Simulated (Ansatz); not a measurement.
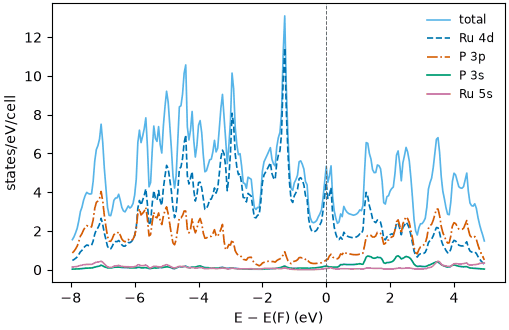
Total and projected density of states of PRu in space group Pnma (No. 62; P on 4c, Ru on 4c), the program Ansatz at the PBEsol level (PAW)

Which orbitals carry the states next to the Fermi level?

Within 0.5 eV of the Fermi level: Ru 4d 77 %, P 3p 15 %. Projections are on Löwdin-orthogonalised atomic valence shells; empty p or d shells of many metals are not among them.

Where is the tallest occupied peak in this window, and what makes it?

Near -1.3 eV, about 13 states/eV per cell; the largest projected share is Ru 4d.

The first step of the workflow began from a Materials Project structure, measured or hypothetical; the Crystallography Open Database copy checked does not list it. Its standing as an ambient phase is unchecked. The PBEsol relaxation kept the symmetry of its start; its stability against distortions is not shown here. No spin polarisation was allowed. Spin–orbit coupling is left out wherever it is not named.

Potentials: the later of the program's two PAW sets.
